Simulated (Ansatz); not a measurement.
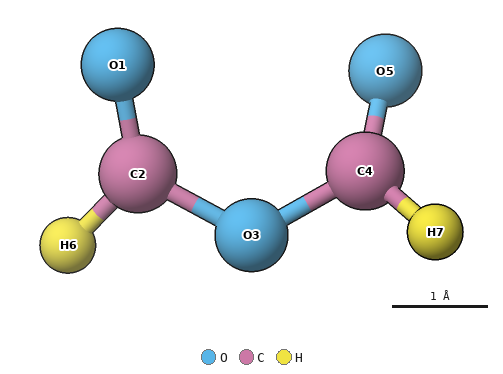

Figure 1. The structure as given in the input (ball-and-stick view, seen on its broad side; atoms are numbered from 1 in the order of the input).

**Single-point calculation, with input and output: C$_{2}$H$_{2}$O$_{3}$**

The run: single-point calculation of C$_{2}$H$_{2}$O$_{3}$. Method and program: RKS PBE0-D4/def2-TZVPP (Ansatz 0.2.0).

The geometry comes from this level: PBE0-D4/def2-TZVP.

Output:
```
Functional definition: PBE0
  name "PBE0"
  cite "Adamo & Barone, J. Chem. Phys. 110, 6158 (1999) doi:10.1063/1.478522"
  cite "Perdew, Burke & Ernzerhof, Phys. Rev. Lett. 77, 3865 (1996) doi:10.1103/PhysRevLett.77.3865"
  parent pbe
  parameter a = 0.25
  parameter kappa = 0.804
  parameter beta = 0.06672455060314922
  exchange = (1 - a)*pbe_x(kappa = kappa, mu = beta*pi^2/3) + a*exact_x
  correlation = pbe_c(beta = beta)
931 factors; their error is unknown
mean field evaluation 1: about -8235.8538 eV, gradient 6.1e1 eV
mean field evaluation 2: about -8222.7856 eV, gradient 1.1e2 eV
mean field evaluation 4: about -8241.6029 eV, gradient 6.8e0 eV
mean field evaluation 8: about -8241.6951 eV, gradient 4.4e-1 eV
mean field evaluation 16: about -8241.6953 eV, gradient 8.0e-6 eV
mean field -8241.69531851 eV, -302.8767165337 hartree, gradient 8.0e-6 eV, S^2 0.000000; 0 other end points of the search recorded, 0 dependent functions left out
reference -8241.69534197 eV, -302.8767173957 hartree; 19, 19 occupied and 164, 164 virtual orbitals, 931 factors
Total energy: -8241.78683225 eV, -302.8800796013 hartree
```

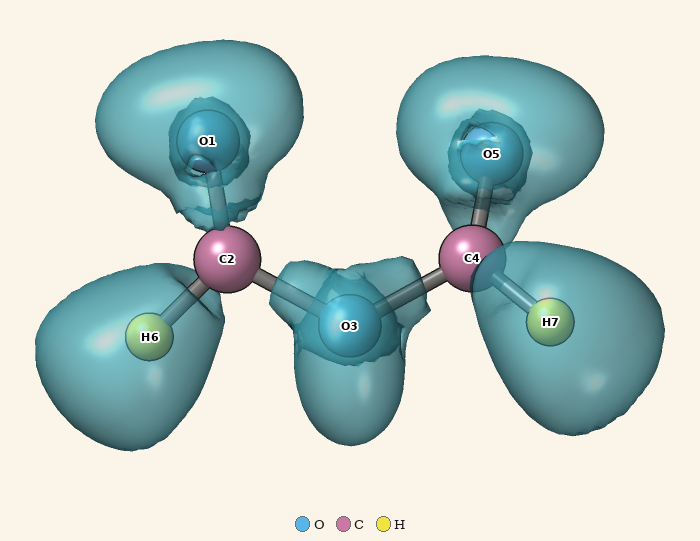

Figure 2. Isosurface of the ELF at 0.75 (cyan), seen at a tilt. Only the valence region is drawn (cores and ρ < 0.01 e/Å³ removed). Values along the shortest contacts: C–O (1.18 Å): the ELF peaks at about 0.85 between the atoms (a double or triple bond). C–H (1.10 Å): the ELF climbs to about 1 towards the hydrogen, as it does in any bond to H; a covalent bond by its length.

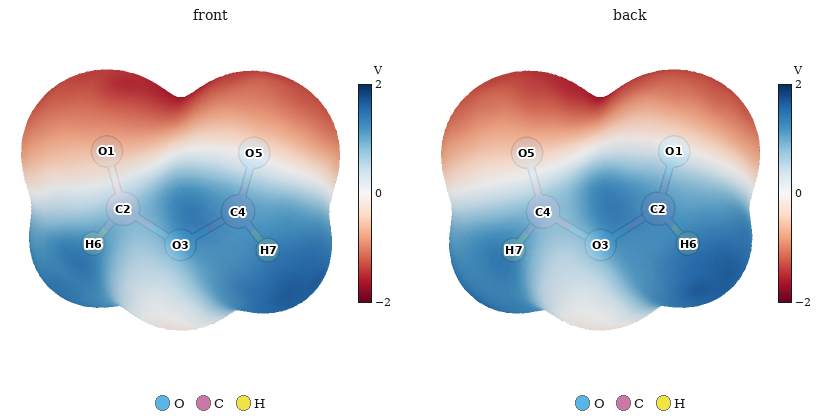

Figure 3. The molecular electrostatic potential painted on the density surface at 0.002 e/bohr³, seen at a tilt and from behind; the colour scale runs from red (negative) to blue (positive).

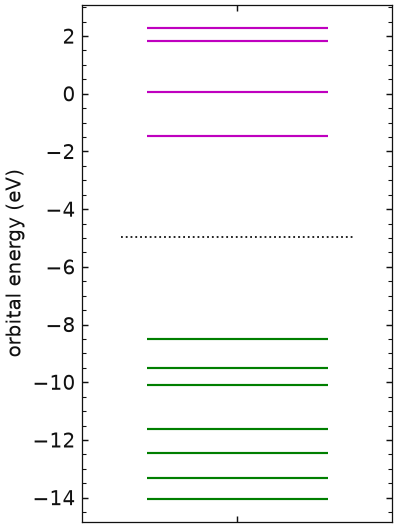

Figure 4. Orbital energies near the frontier; the dotted line parts filled from empty levels, and levels within 0.02 eV of each other stand side by side. Highest filled −8.49 eV, lowest empty −1.46 eV, 7.03 eV apart.

This output came from the following input.

The input:
```yaml
crystal:
  periodic: [false, false, false]
  atoms:
    - {symbol: O, position_ang: [0.032209, 0.442863, 1.731494]}
    - {symbol: C, position_ang: [0.208559, -0.516375, 1.064589]}
    - {symbol: O, position_ang: [0.326449, -0.542889, -0.303982]}
    - {symbol: C, position_ang: [-0.171037, 0.463296, -1.096392]}
    - {symbol: O, position_ang: [-1.022934, 1.227276, -0.802115]}
    - {symbol: H, position_ang: [0.356898, -1.541185, 1.432528]}
    - {symbol: H, position_ang: [0.331156, 0.399015, -2.071721]}
basis:
  gaussian: {orbitals: def2-TZVPP}
hamiltonian: {xc: pbe0, dispersion: d4}
output: {orbitals: {seedname: orbitals}}
```

Run as:
```bash
ansatz run in.yaml --threads 2 --pin off --events-out ev --progress --plain --max-ram 4352MiB
```

Summary:

```csv
quantity,value
outcome,converged
total energy,−8241.7868 eV
mean-field energy,−8241.6953 eV
dispersion energy,−0.0915 eV
SCF solution under orbital rotations,stable
HOMO,−8.49 eV
LUMO,−1.46 eV
hardware,"2 threads of Arm Neoverse V1, 23 GiB of memory available, shared host"
wall time,2.3 s (CPU time 4.4 s)
peak memory,0.35 GiB
```
